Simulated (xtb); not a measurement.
Geometry relaxation, with input and output: C₄H₆Br₂Si (part 3 of 3)

Continued. System: C₄H₆Br₂Si (Si(vinyl)2Br2), SMILES C=C[Si](Br)(Br)C=C. Method: GFN2-xTB (xtb 6.7.1 later snapshot).  The settings are looser than a standard set-up, so the numbers are not reference values.

Geometry of the input (Å):
```
Si -0.5525  -0.4077  -0.4674
C  -0.7809  -0.6541  1.3061
C  -1.4649  0.2193  2.0972
H  -0.2244  -1.5761  1.7213
H  -1.8798  1.1008  1.7598
H  -1.5342  0.0518  3.1570
C  1.3542  -0.2864  -0.9292
C  1.8948  0.8248  -1.5146
H  2.0169  -0.9887  -0.8337
H  1.3060  1.7525  -1.6913
H  2.9018  0.8831  -1.8051
Br -1.5744  1.3617  -1.1212
Br -1.3404  -2.1646  -1.6171
```

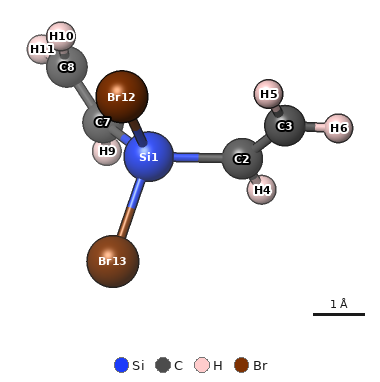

The geometry at step 4 of the log (ball-and-stick view, seen at a tilt; atoms are numbered from 1 in the order of the input).

Trajectory as extended XYZ, continued:
```
13
Properties=species:S:1:pos:R:3 step=3 energy=-585.57656
Si   -0.4663   -0.4029   -0.4980
C    -0.7350   -0.6399    1.3430
C    -1.4136    0.1871    2.1201
H    -0.3064   -1.5346    1.7763
H    -1.8907    1.0775    1.7372
H    -1.5493    0.0022    3.1756
C     1.3326   -0.2295   -0.9819
C     1.8727    0.8582   -1.5095
H     1.9798   -1.0884   -0.8242
H     1.2961    1.7445   -1.7223
H     2.9150    0.9003   -1.7840
Br   -1.5813    1.4035   -1.1760
Br   -1.3316   -2.1616   -1.5944
13
Properties=species:S:1:pos:R:3 step=4 energy=-585.58005
Si   -0.4643   -0.3984   -0.4965
C    -0.7398   -0.6449    1.3446
C    -1.4233    0.1818    2.1213
H    -0.3065   -1.5373    1.7798
H    -1.8762    1.0844    1.7416
H    -1.5563   -0.0012    3.1761
C     1.3386   -0.2285   -0.9889
C     1.8761    0.8586   -1.5215
H     1.9734   -1.0958   -0.8248
H     1.3012    1.7502   -1.7160
H     2.9209    0.9068   -1.7849
Br   -1.5924    1.4030   -1.1863
Br   -1.3291   -2.1622   -1.5827
13
Properties=species:S:1:pos:R:3 step=5 energy=-585.58101
Si   -0.4613   -0.3978   -0.4946
C    -0.7420   -0.6454    1.3451
C    -1.4207    0.1844    2.1216
H    -0.3100   -1.5394    1.7772
H    -1.8741    1.0862    1.7410
H    -1.5606   -0.0026    3.1747
C     1.3409   -0.2283   -0.9904
C     1.8774    0.8594   -1.5208
H     1.9704   -1.0967   -0.8255
H     1.3004    1.7504   -1.7136
H     2.9203    0.9077   -1.7895
Br   -1.5927    1.3977   -1.1846
Br   -1.3259   -2.1591   -1.5788
```

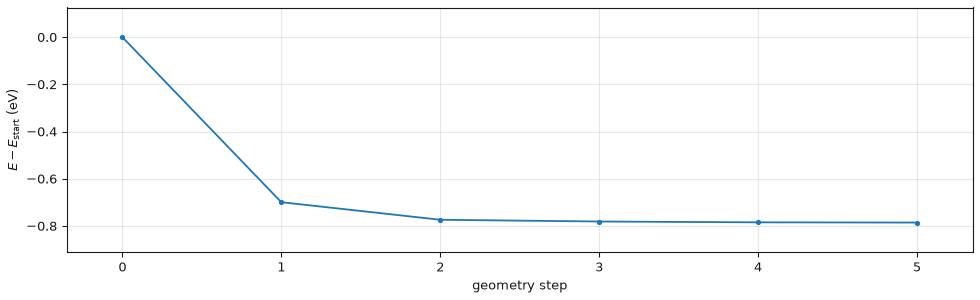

Progress of the relaxation, step by step (steps are counted from 0).

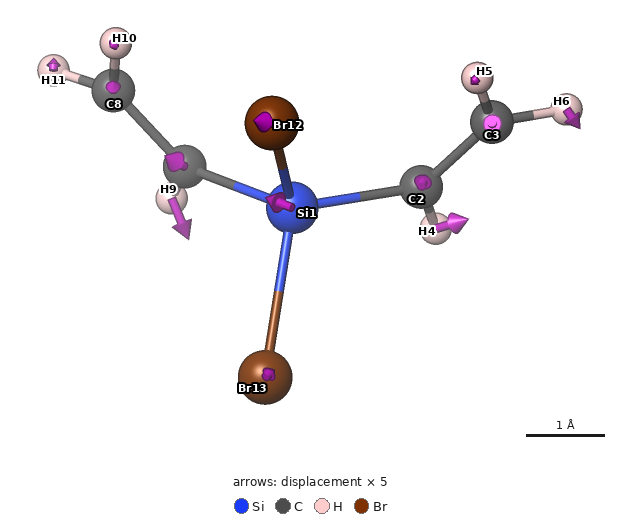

The starting structure with the displacements as pink arrows, magnified 5 times (ball-and-stick view, seen at a tilt). The two geometries are laid on each other by the best rigid fit. After 5 geometry steps the energy has fallen by 0.786 eV. The largest move after the best rigid fit is that of H9, 0.12 Å. Largest moves by element: H 0.12 Å, Si 0.10 Å, C 0.09 Å, Br 0.08 Å. Among the contacts that change: C7–H9 0.970 → 1.085 Å, Si1–C7 1.966 → 1.877 Å, Si1–Br12 2.145 → 2.232 Å, Si1–C2 1.805 → 1.877 Å. Among the angles that change: Si1–C7–H9 126.5° → 116.4°, C8–C7–H9 111.1° → 118.9°, C3–C2–H4 123.0° → 119.2°. (Atoms are counted from 1 in the order of the input.)

Key numbers:

- outcome: converged
- electrons treated: 40
- total energy: −21.519705 hartree
- dispersion energy: −0.012503 hartree
- basis functions: 52
- HOMO: −11.49 eV
- LUMO: −7.56 eV
- dipole moment: 5.63 D
- hardware: 1 thread of Arm Neoverse N1, 16 GiB of memory available, shared host
- peak memory: 0.073 GiB

Remarks:

Settings chosen away from the usual ones: method = gfn2-xtb; task = optimise; opt_level = loose; x = {}; partner = base. These settings are looser than, or depart from, a standard set-up, so the numbers are not reference values for this system.
